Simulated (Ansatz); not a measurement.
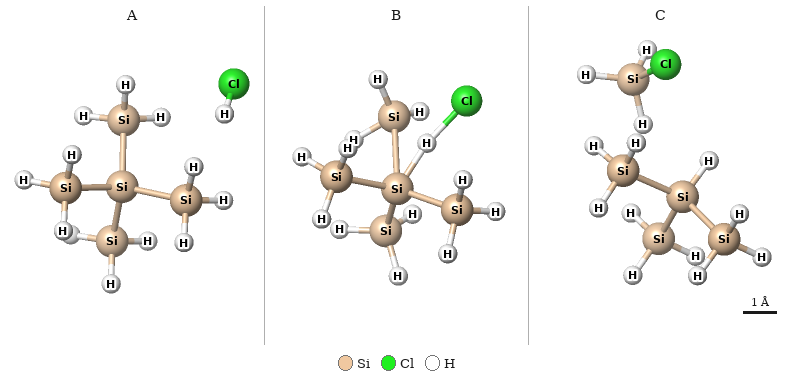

Three geometries of Si₅H₁₃Cl: a saddle point and the two relaxed ends that it joins, in shuffled order. The picture is a ball-and-stick view, seen from a free direction. Sticks join atoms that are closer than about 1.2 times the sum of their covalent radii (a little more with hydrogen).

Stationary points at PBE0-D4/def2-TZVP, single-point energies with CCSD(T)/CBS (def2-TZVPP where no basis is named; Ansatz 0.2.0). The energies are electronic, without zero-point or thermal terms, and both ends are the relaxed geometries reached downhill from the saddle, with any fragments still in contact. CCSD(T)/CBS stands for a frozen-core estimate: MP2 correlation extrapolated from def2-TZVPP and def2-QZVPP, CCSD(T) minus MP2 from the smaller set.

Q: Which frame is the transition state, what reaction does it lead through, and what barrier is to be expected?

A: Frame B is the saddle point. Counted by bonded pieces, C holds SiH₃Cl + Si₄H₁₀ and A holds HCl + Si₅H₁₂. From C over the saddle to A, bonds form: Si–Si (4.37 → 2.60 → 2.34 Å), Cl–H (3.31 → 1.81 → 1.28 Å). Bonds break: Cl–Si (2.06 → 2.61 → 4.00 Å), H–Si (1.49 → 1.71 → 4.17 Å). The saddle has one imaginary mode, 630i cm⁻¹. With CCSD(T)/CBS the barrier is 55.1 kcal/mol from C and 37.1 kcal/mol from A, and A lies 18.0 kcal/mol above C.
